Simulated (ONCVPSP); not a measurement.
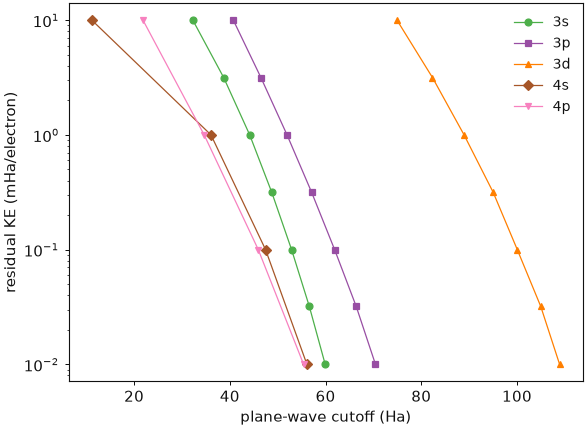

Fig. 1: Residual kinetic energy of the pseudo-waves (the first of each channel, and further valence shells) beyond the plane-wave cutoff, as the generator prints it.

- Cutoffs for the occupied states: 89 Ha for 1 mHa and 100 Ha for 0.1 mHa per electron. The first is set by 3d.
- Cutoffs for 1 mHa per electron: 3d: 89 Ha; 3p: 52 Ha; 3s: 44 Ha; 4s: 36 Ha; 4p: 35 Ha.
- Hardest wave at 1 mHa per electron: 3d, with rc = 1.10 bohr and qcut = 15.5 1/bohr. The optimisation minimises, but can't always remove, the kinetic energy above qcut²/2 = 120.1 Ha, and a larger rc would as a rule soften the wave at some cost in transferability.

Run report: Zn, pseudopotential generation

- system: zinc (Zn, Z = 30), core [Ne], reference valence 3s2 3p6 3d10 4s1.5 4p0.5, valence charge 20.
- method: ONCV potential, PBE, scalar-relativistic, made with ONCVPSP 4.0.1

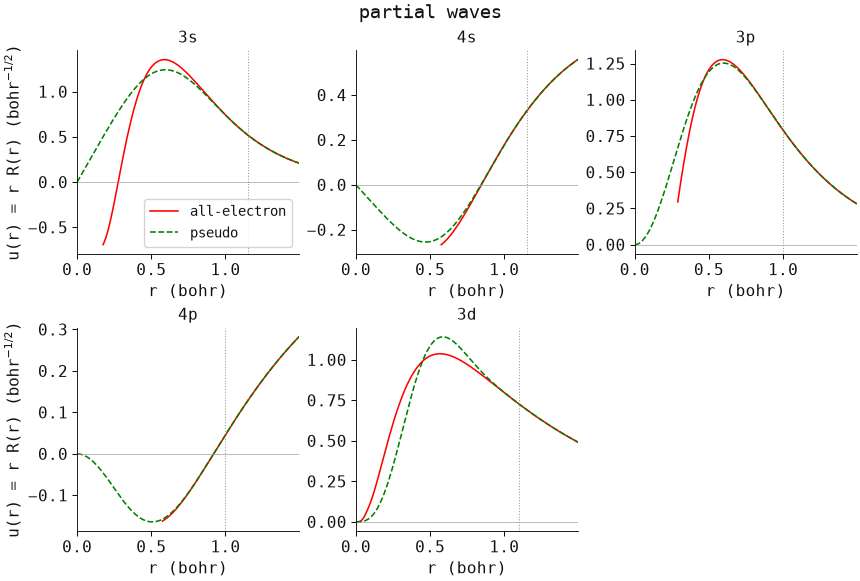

Fig. 2: All-electron valence functions (solid) with their pseudo partners (dashed). Dotted lines mark the matching radii. The innermost oscillations of some all-electron curves aren't drawn. Pseudo-waves: 3s has no node; 4s has a node at about 0.8 bohr; 3p has no node; 4p has a node at about 0.9 bohr; 3d has no node. A node in 4s and 4p is expected, since a lower shell of the same l is also in the valence and the two must stay orthogonal.

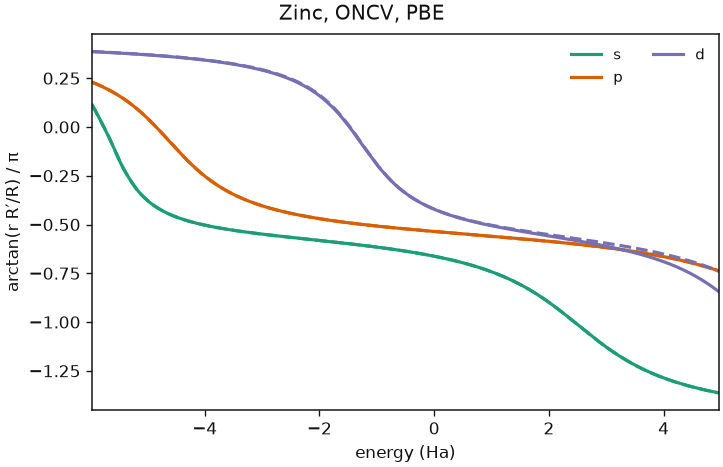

Fig. 3: Unwrapped phase arctan(r R′/R) in units of π against energy, all-electron (solid) and pseudo (dashed); the pseudo phase is matched to the all-electron one at the reference energy. Here R(r) is the radial function. Not drawn: f: not judged.

- Poles, where the radial function vanishes at the test radius: s: all-electron at -4.0 Ha, pseudo at -4.0 Ha; p: all-electron at -1.2 Ha, pseudo at -1.2 Ha; d: all-electron at 0.9 Ha, pseudo at 0.9 Ha.
- Range over which the phases agree within 0.05 rad: s: over the whole range drawn; p: over the whole range drawn; d: up to about 3.0 Ha.
- Ghost states: the plot shows none: the two phases stay within 0.33 rad of each other in all channels drawn. The separate test gives: no bound ghost flagged; no localised positive-energy state flagged.

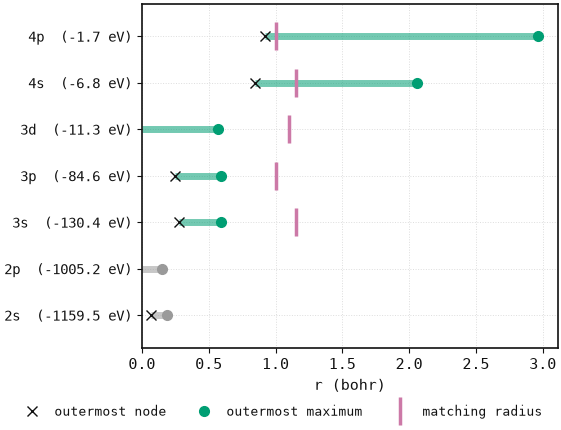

Fig. 4: Outer shells of the all-electron reference atom: each bar runs from the outermost node (or the nucleus) to the outermost maximum of u(r); the tick is the radius chosen for the pseudo-wave. Shells without a tick have no pseudo-wave of their own. Levels, nodes and maxima are from ld1.x, scalar-relativistic.

- Radii against the shells: 3s: 1.15 bohr, outside the maximum; 3p: 1.00 bohr, outside the maximum; 3d: 1.10 bohr, outside the maximum; 4s: 1.15 bohr, between node and maximum; 4p: 1.00 bohr, between node and maximum.

Input and output of the run follow.

### The input
```
# ATOM AND REFERENCE CONFIGURATION
# atsym  z   nc   nv     iexc    psfile
  Zn 30.00    3    5        4      upf
#
#   n    l    f
    1    0    2.00
    2    0    2.00
    2    1    6.00
    3    0    2.00
    3    1    6.00
    3    2   10.00
    4    0    1.50
    4    1    0.50
#
# PSEUDOPOTENTIAL AND OPTIMIZATION
# lmax
    2
#
#   l,   rc,      ep,       ncon, nbas, qcut
    0    1.15    0.00    3    6   11.50
    1    1.00    0.00    4    7   15.10
    2    1.10    0.00    4    9   15.50
#
# LOCAL POTENTIAL
# lloc, lpopt,  rc(5),   dvloc0
    4    5    0.85    3.00
#
# VANDERBILT-KLEINMAN-BYLANDER PROJECTORs
# l, nproj, debl
    0    2    3.70
    1    2    2.80
    2    1    2.10
#
# MODEL CORE CHARGE
# icmod, fcfact, rcfact
    1    1.12    0.00
#
# LOG DERIVATIVE ANALYSIS
# epsh1, epsh2, depsh
   -6.00    5.00    0.04
#
# OUTPUT GRID
# rlmax, drl
    6.00    0.01
#
# TEST CONFIGURATIONS
# ncnf
    4
# nvcnf
#   n    l    f
    5
    3    0    2.00
    3    1    6.00
    3    2   10.00
    4    0    2.00
    4    1    0.00
#
    5
    3    0    2.00
    3    1    6.00
    3    2   10.00
    4    0    1.00
    4    1    0.00
#
    5
    3    0    2.00
    3    1    6.00
    3    2   10.00
    4    0    0.00
    4    1    0.00
#
    5
    3    0    2.00
    3    1    6.00
    3    2    9.00
    4    0    2.00
    4    1    0.00
#
```

Command:
```bash
oncvpsp.x < Zn.dat > Zn.out
```

### Output (extracts)
```
ONCVPSP  (Optimized Norm-Conservinng Vanderbilt PSeudopotential)
scalar-relativistic version 4.0.1

#   n    l    f        energy (Ha)
    1    0    2.00    -3.5010843E+02
    2    0    2.00    -4.2609703E+01
    2    1    6.00    -3.6939289E+01
    3    0    2.00    -4.7930575E+00
    3    1    6.00    -3.1089741E+00
    3    2   10.00    -4.1579633E-01
    4    0    1.50    -2.4814112E-01
    4    1    0.50    -6.0968595E-02

Reference configufation results
  iterations    38
  all-electron total energy (Ha)   -1.79592736D+03

Begin loop to  construct optimized pseudo wave functions
and semi-local pseudopoentials for all angular momenta

Calculating optimized projector #   1

 for l=   0

    Fraction of norm inside rc  0.949191
    Optimizing pswf for qcut=  11.51 a_B^-1,  ecut=  66.30 Ha
    Residual kinetic energy error=  1.53D-06 Ha

    Energy error per electron        Cutoff
         Ha          eV             Ha
         0.01000     0.27211       32.27
         0.00100     0.02721       44.15
         0.00010     0.00272       52.90
         0.00001     0.00027       59.92

Calculating optimized projector #   2

 for l=   0

    Fraction of norm inside rc  0.038532
    Optimizing pswf for qcut=  11.51 a_B^-1,  ecut=  66.30 Ha
    Residual kinetic energy error=  2.92D-07 Ha

    Energy error per electron        Cutoff
         Ha          eV             Ha
         0.01000     0.27211       11.18
         0.00100     0.02721       36.06
         0.00010     0.00272       47.46
         0.00001     0.00027       56.10

Calculating optimized projector #   1

 for l=   1

    Fraction of norm inside rc  0.849971
    Optimizing pswf for qcut=  15.09 a_B^-1,  ecut= 113.84 Ha
    Residual kinetic energy error=  7.23D-08 Ha

    Energy error per electron        Cutoff
         Ha          eV             Ha
         0.01000     0.27211       40.73
         0.00100     0.02721       51.95
         0.00010     0.00272       61.89
         0.00001     0.00027       70.42

Calculating optimized projector #   2

 for l=   1

    Fraction of norm inside rc  0.010648
    Optimizing pswf for qcut=  15.09 a_B^-1,  ecut= 113.84 Ha
    Residual kinetic energy error=  2.01D-09 Ha

    Energy error per electron        Cutoff
         Ha          eV             Ha
         0.01000     0.27211       21.86
         0.00100     0.02721       34.64
         0.00010     0.00272       45.94
         0.00001     0.00027       55.41

Calculating optimized projector #   1

 for l=   2

    Fraction of norm inside rc  0.734374
    Optimizing pswf for qcut=  15.49 a_B^-1,  ecut= 120.00 Ha
    Residual kinetic energy error=  7.41D-07 Ha

    Energy error per electron        Cutoff
         Ha          eV             Ha
         0.01000     0.27211       74.93
         0.00100     0.02721       88.94
         0.00010     0.00272      100.05
         0.00001     0.00027      108.89

Construct Vanderbilt / Kleinmman-Bylander projectors

B matrix Hermiticity error, ll=   0
   1   2    5.6990E-04

  Orthonormal projector coefficients  1.3327E+01  1.4401E+00

B matrix Hermiticity error, ll=   1
   1   2    2.1471E-04

  Orthonormal projector coefficients  2.7077E+00 -1.1866E+00

Model core correction analysis
  based on d2Exc/dn_idn_j

d2excae - all-electron derivatives

   -4.391128D-02   -4.058270D-02   -2.915967D-02   -1.320452D-03
   -4.983480D-04
   -4.065306D-02   -3.885535D-02   -2.825132D-02   -1.192570D-03
   -4.657359D-04
   -2.947496D-02   -2.853449D-02   -2.403705D-02   -8.689832D-04
   -3.191650D-04
   -1.567674D-03   -1.484360D-03   -1.181600D-03   -8.312680D-05
   -2.218091D-05
   -5.459108D-04   -5.229784D-04   -3.842762D-04   -2.608538D-05
   -8.974565D-06

d2excps - pseudofunction derivatives with no core correction

   -5.020415D-02   -4.167260D-02   -3.135013D-02   -1.871814D-03
   -5.716105D-04
   -4.174391D-02   -3.953875D-02   -3.114603D-02   -1.298669D-03
   -4.976108D-04
   -3.166567D-02   -3.142910D-02   -2.562885D-02   -9.012608D-04
   -3.612228D-04
   -2.118863D-03   -1.590368D-03   -1.213922D-03   -1.194999D-04
   -2.615400D-05
   -6.191803D-04   -5.548309D-04   -4.263387D-04   -3.005832D-05
   -9.877802D-06

rms 2nd derivative error    1.696871E-03

Polynomial model core charge

d2excps - pseudofunction derivatives with core correction

   -3.902444D-02   -3.790554D-02   -3.027901D-02   -1.156466D-03
   -4.766691D-04
   -3.797569D-02   -3.755560D-02   -3.042577D-02   -1.057463D-03
   -4.470571D-04
   -3.059401D-02   -3.070880D-02   -2.534250D-02   -8.292383D-04
   -3.416546D-04
   -1.403584D-03   -1.349144D-03   -1.141890D-03   -7.409382D-05
   -2.019762D-05
   -5.242053D-04   -5.042731D-04   -4.067686D-04   -2.410183D-05
   -8.630445D-06

rms 2nd derivative error    1.465163E-03

Pseudoatom total energy -225.132188

Diagnostic tests using Vanderbilt-Kleinman-Bylander pseudopotentials
  1 or more projectors used as specified by nproj input data

   l    rcore       rmatch      e in        delta e   norm test  slope test

   0   1.1531527   1.1881649  -4.7930575   0.0000141   1.0002348   1.0002165
   0   1.1531527   1.1881649  -0.2481411   0.0000103   1.0000702   1.0000452

   1   1.0049241   1.0354358  -3.1089741   0.0000022   1.0002287   1.0002603
   1   1.0049241   1.0354358  -0.0609686   0.0000051   1.0001445   1.0001138

   2   1.1058621   1.1394384  -0.4157963  -0.0000059   0.9999981   1.0000130

 Testing for bound ghosts
   n   l    E NL Schr. Eq   E Basis Diag.   E Cutoff

   1   0       -4.793043       -4.793022     96.57
   2   0       -0.248131       -0.057788     96.57

   2   1       -3.108972       -3.108818    220.92
   3   1       -0.060964        0.548558    220.92

   3   2       -0.415802       -0.408628    281.73

 Testing for highly-localized positive-energy ghosts
       l    <radius>/rc     E Basis Diag.   E Cutoff

Test configuration 0

   n   l     f        eae           eps        diff
   1   0  2.0000 -350.10842898
   2   0  2.0000  -42.60970290
   2   1  6.0000  -36.93928932
   3   0  2.0000   -4.79305754   -4.79304342    1.41D-05
   3   1  6.0000   -3.10897408   -3.10897183    2.25D-06
   3   2 10.0000   -0.41579633   -0.41580219   -5.86D-06
   4   0  1.5000   -0.24814112   -0.24813086    1.03D-05
   4   1  0.5000   -0.06096859   -0.06096353    5.07D-06

    Total energies and differences
      AE_ref= -1.79592736D+03  AE_tst= -1.79592736D+03  dif=  0.00D+00
      PS_ref= -2.25132188D+02  PS_tst= -2.25132188D+02  dif= -1.42D-12
      PSP excitation error=  1.42D-12

Test configuration 1

   n   l     f        eae           eps        diff
   1   0  2.0000 -350.06445616
   2   0  2.0000  -42.56792348
   2   1  6.0000  -36.89736575
   3   0  2.0000   -4.74920109   -4.74919269    8.40D-06
   3   1  6.0000   -3.06498485   -3.06503645   -5.16D-05
   3   2 10.0000   -0.37265387   -0.37262441    2.95D-05
   4   0  2.0000   -0.21971926   -0.21971829    9.70D-07

    Total energies and differences
      AE_ref= -1.79592736D+03  AE_tst= -1.79601874D+03  dif= -9.14D-02
      PS_ref= -2.25132188D+02  PS_tst= -2.25223578D+02  dif= -9.14D-02
      PSP excitation error=  9.10D-06

Test configuration 2

   n   l     f        eae           eps        diff
   1   0  2.0000 -350.42135238
   2   0  2.0000  -42.91734076
   2   1  6.0000  -37.24740084
   3   0  2.0000   -5.10449800   -5.10431729    1.81D-04
   3   1  6.0000   -3.42081080   -3.42061630    1.94D-04
   3   2 10.0000   -0.72618666   -0.72625342   -6.68D-05
   4   0  1.0000   -0.51441851   -0.51436655    5.20D-05

    Total energies and differences
      AE_ref= -1.79592736D+03  AE_tst= -1.79565534D+03  dif=  2.72D-01
      PS_ref= -2.25132188D+02  PS_tst= -2.24860161D+02  dif=  2.72D-01
      PSP excitation error= -6.97D-06

Test configuration 3

psatom: WARNING lschvkbb convergence error n,l,iter=   3   1   5
ea(ii),et,emin,emax -7.220047E-02 -7.942051E-02 -7.942051E-02 -7.942051E-02
run_config: WARNING for fully non-local PS atom, stg. 1
 WARNING no output for configuration 4

Test configuration 4

   n   l     f        eae           eps        diff
   1   0  2.0000 -350.70343640
   2   0  2.0000  -43.23045510
   2   1  6.0000  -37.55765141
   3   0  2.0000   -5.37883190   -5.38119237   -2.36D-03
   3   1  6.0000   -3.68830314   -3.69020937   -1.91D-03
   3   2  9.0000   -0.96703055   -0.96679060    2.40D-04
   4   0  2.0000   -0.58404311   -0.58420682   -1.64D-04

    Total energies and differences
      AE_ref= -1.79592736D+03  AE_tst= -1.79536090D+03  dif=  5.66D-01
      PS_ref= -2.25132188D+02  PS_tst= -2.24565713D+02  dif=  5.66D-01
      PSP excitation error= -7.28D-06
```

### Key numbers

- outcome: generated
- cutoffs needed: 89 Ha and 100 Ha (the cutoffs at which the residual kinetic energy of the hardest occupied pseudo-wave falls to 1 and 0.1 mHa per electron)
- ghost test: no bound ghost flagged; no localised positive-energy state flagged
- configuration tests: 1 of 4 tests not solved
- rms error of d²Exc/dni dnj: 1.70 mHa without and 1.47 mHa with the model core
- largest excitation error among the tests solved: +0.2 meV (all-electron minus pseudo) for 3s2 3p6 3d10 4s2 4p0
- range over which the phases arctan(r R′/R) at the test radius agree within 0.05 rad (a looser test near the poles than one of phase shifts): s: over the whole range computed; p: over the whole range computed; d: up to about 3.0 Ha; f: not judged, local potential alone
- hardware: 1 CPU thread, shared host
- wall time: 2.5 s

### Remarks

Warnings of the program, in the generation or the tests: psatom: WARNING lschvkbb convergence error n,l,iter= 3 1 5.
